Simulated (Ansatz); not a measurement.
CH3FSe (SMILES FC[SeH])

Input file:

```
crystal:
  periodic: [false, false, false]
  atoms:
    - {symbol: C, position_ang: [-2.688712, 0.459001, 1.080549]}
    - {symbol: F, position_ang: [-3.598019, 1.449676, 1.321793]}
    - {symbol: Se, position_ang: [-2.153981, 0.341730, -0.804808]}
    - {symbol: H, position_ang: [-1.758129, 0.662346, 1.633895]}
    - {symbol: H, position_ang: [-3.108077, -0.508013, 1.395236]}
    - {symbol: H, position_ang: [-3.414256, -0.287830, -1.245278]}
basis:
  gaussian: {orbitals: def2-TZVPD}
hamiltonian: {xc: pbe0}
output: {forces: true, orbitals: {seedname: orbitals}}
```

Launched as:

```sh
ansatz run input.yaml --threads 1 --pin off --max-ram 2610MiB --events-out events.jsonl --progress --plain --runs-dir runs
```

Geometry: B3LYP-D3(BJ)/def2-SVP.

Theory: isolated molecule in a Gaussian basis; Kohn-Sham density functional theory, functional PBE0 (Ansatz).

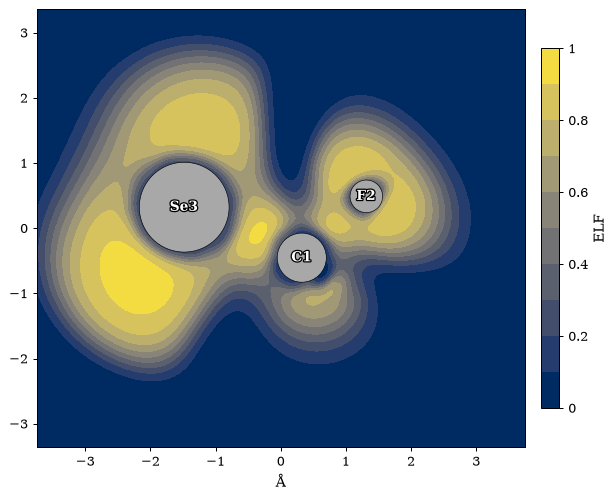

Figure 1. ELF on the plane of atoms F2, C1 and Se3. Grey discs cover the atomic cores.

Describe what can be read from this map.

Answer.
- The plane passes through C, F and Se nuclei.
- C–F (1.37 Å): the ELF peaks at about 0.85 between the atoms; a shared but strongly polarised pair.
- C–Se (1.96 Å): the ELF peaks at about 0.90 between the atoms: localised, covalent bonding.
- The ELF also peaks beside Se3 and F2, away from the bonds: lone-pair regions.

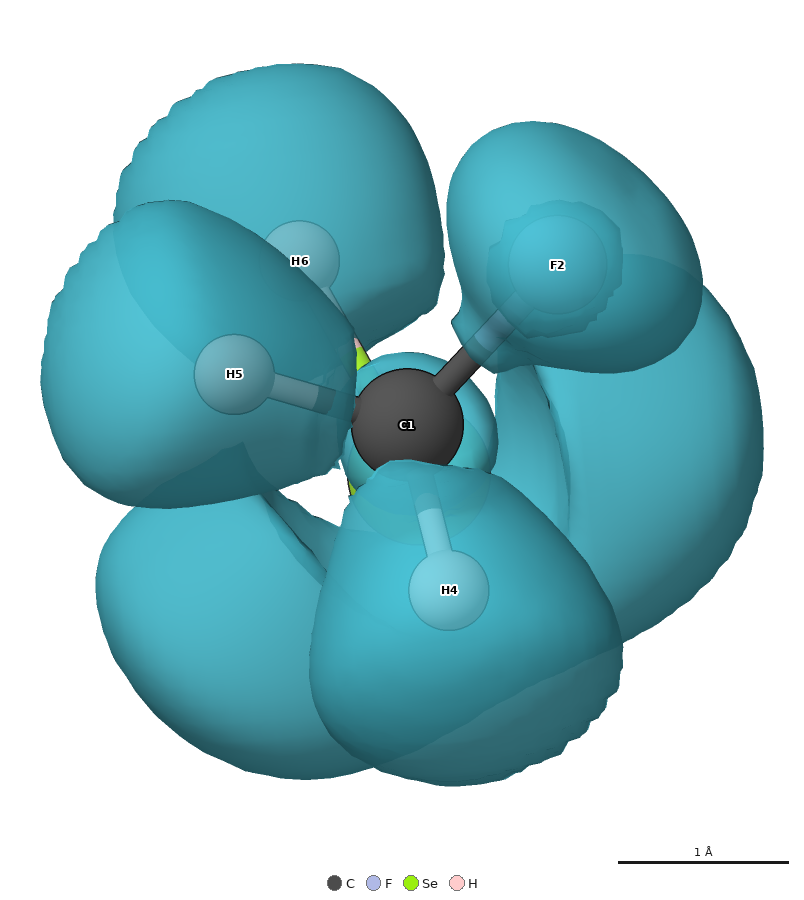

Figure 2. Isosurface of the ELF at 0.75 (cyan), seen at an oblique angle. Only the valence region is drawn (cores and ρ < 0.01 e/Å³ removed).

Describe the localisation domains.

Answer. At this value the surface marks out one region between bonded C–Se atoms (shared pairs), three regions around hydrogen nuclei, one region on F in which the atom's valence shell and bonds are merged and one region wrapped around Se (its valence shell).

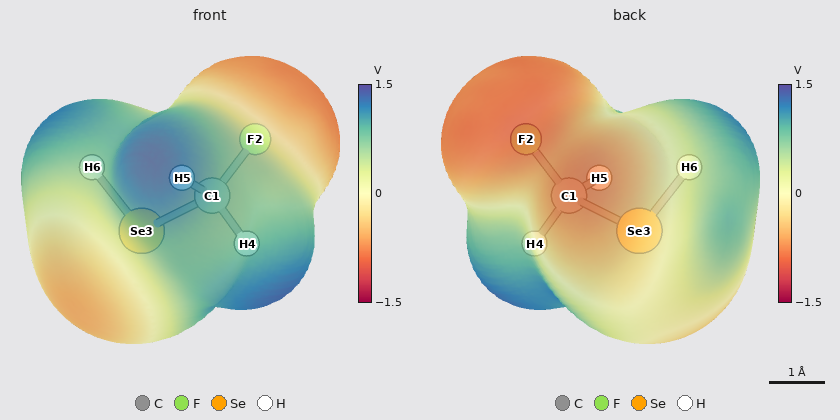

Figure 3. The electrostatic potential painted on the density surface at 0.002 e/bohr³, seen from the front and from behind; the colour scale runs from red (negative) to blue (positive).

Describe the electrostatic potential map.

Answer. The most negative region (about −0.9 V, or −21 kcal/mol for a unit charge) lies over F2, the most positive (about +1.3 V, or +30 kcal/mol for a unit charge) over H4 and H5.

How polar is the molecule by this calculation?

Answer. Its dipole moment is 1.43 D.

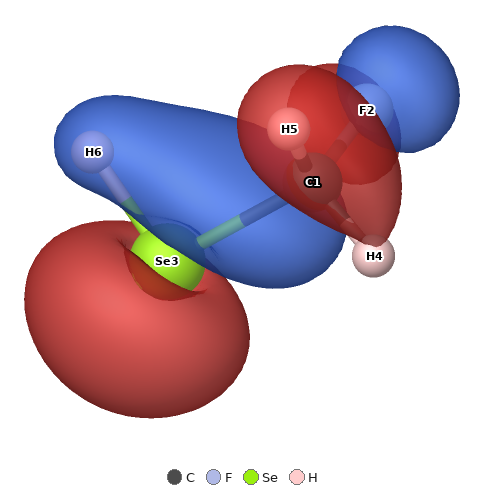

Figure 4. The HOMO−1 at ±0.1 Å⁻³ᐟ² (blue and red are the two phases), seen at a tilt.

Describe this orbital and give its energy.

Answer. Its weight (Hirshfeld) is mainly on Se3 (about 50 %), F2 (about 20 %) and C1 (about 20 %). Its energy is −9.18 eV.
